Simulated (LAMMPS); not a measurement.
bcc Li, treated with the machine-learned potential SNAP Li_Zuo_JPCA2020.quadratic.snap (LAMMPS).

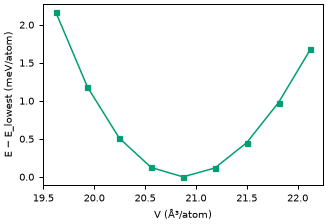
Total energy against volume

Q: From the curve, estimate the equilibrium volume and the bulk modulus.

A: V0 ≈ 20.9 Å³/atom and B0 ≈ 8.1 GPa; the fit gives V0 = 20.872 Å³/atom, B0 = 8.10 GPa, B′ = 5.5.

Measured, for comparison: bulk modulus 13.8 GPa (corrected for temperature and zero-point phonon effects, our sources range from 13.1 to 13.9; as tabulated in Levämäki et al. (2014), arXiv:1402.3671); equilibrium volume per atom 20.51 Å³/atom (low-temperature or extrapolated to 0 K; zero-point anharmonic expansion removed; as tabulated in Csonka et al. (2009), arXiv:0903.4037). Computed (rounded) less measured: bulk modulus -41 % (-38 % to -42 % over the range), equilibrium volume per atom +1.8 %.

A machine-learned potential is trained on density-functional data: it inherits that level's misses and adds fitting errors of its own.

Note: the model's thermal expansion at 300 K is negative.

The computed numbers hold no vibrational or temperature effects.
